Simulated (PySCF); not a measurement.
C$_{3}$H$_{7}$O, doublet, SMILES `C[CH]CO`.

PySCF calculation, r2SCAN/cc-pVDZ, gas phase; geometry: GFN2-xTB. No frequency check shows the geometry to be a minimum. The stability of the open-shell solution wasn't checked. GFN2-xTB doesn't know the spin state, so this open-shell geometry is rough.

Geometry (Å), atoms numbered from 1:

```
C1       1.5505    0.4430    0.0868
C2       0.6220   -0.6710   -0.1959
C3      -0.8113   -0.5942    0.1689
O4      -1.3820    0.6878   -0.0232
H5       2.3436    0.1271    0.7725
H6       2.0532    0.7897   -0.8220
H7       1.0140    1.2782    0.5316
H8       1.0065   -1.5944   -0.5911
H9      -1.3831   -1.3545   -0.3867
H10     -0.9646   -0.7926    1.2427
H11     -1.1808    0.9773   -0.9203
```

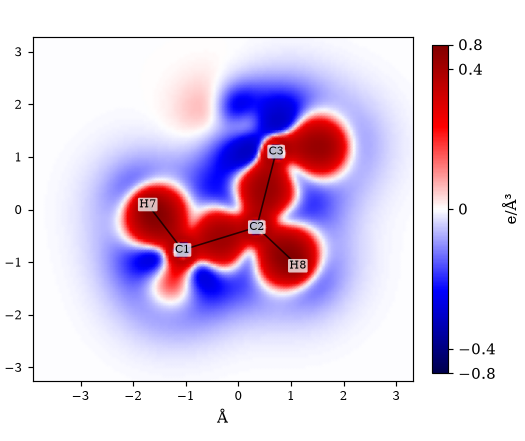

Deformation density (molecule less spherical, spin-averaged free atoms) in the plane of C1, C2, C3, H7 and H8; colour scale in e/Å³, logarithmic beyond ±0.1; red: gain, blue: loss.

Describe the bonding that the map shows.

C2–H8: +0.67 e/Å³ at the bond critical point (bond length 1.08 Å, Mayer order 1.0). C1–H7: +0.65 e/Å³ at the bond critical point (bond length 1.09 Å, Mayer order 1.0). C2–C3: +0.50 e/Å³ at the bond critical point (bond length 1.48 Å, Mayer order 1.1). C1–C2: +0.45 e/Å³ at the bond critical point (bond length 1.48 Å, Mayer order 1.1). In all, 2.2 electrons gather in the regions of gain relative to the promolecule.
